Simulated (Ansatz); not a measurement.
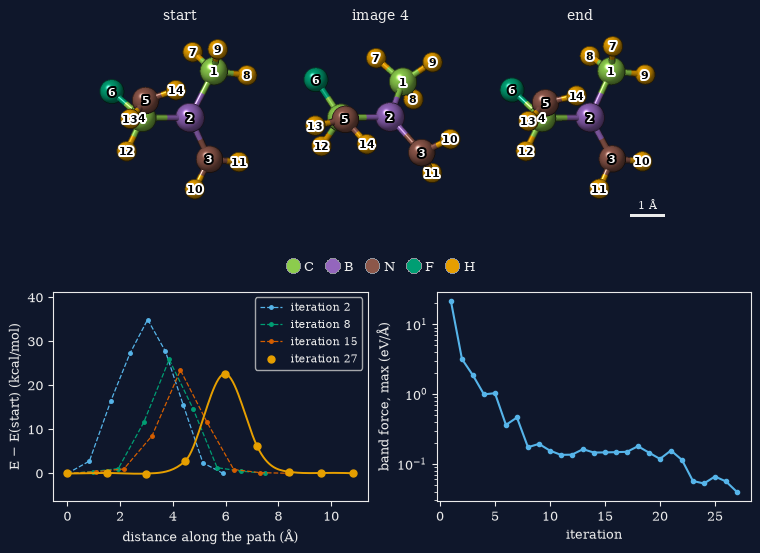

A nudged-elastic-band calculation for C2H8BFN2. Images are numbered from 0 (start) to 8 (end). The plot follows the band through its iterations. A ball-and-stick model, seen from a free direction.

All numbers below come from RHF/def2-mTZVP in Ansatz 0.2.0. Set-up: 7 movable images; climbing image; force threshold 0.05 eV/Å; iteration limit 60; starting path through a guess of the saddle point.

> Did the band converge, and can the barrier be trusted?

The run is converged, with reservations. The band converged in 27 iterations. The largest component of the band force went from 22 to 0.04 eV/Å. The climbing image converged on the top of the path. Its vibrational analysis gives 2 imaginary modes over 30i cm⁻¹, so it isn't confirmed as a transition state. The first iteration put the highest image at 141.3 kcal/mol. The barrier is about 22.6 kcal/mol in both directions, with image 4 at the top; the ends have nearly the same energy.
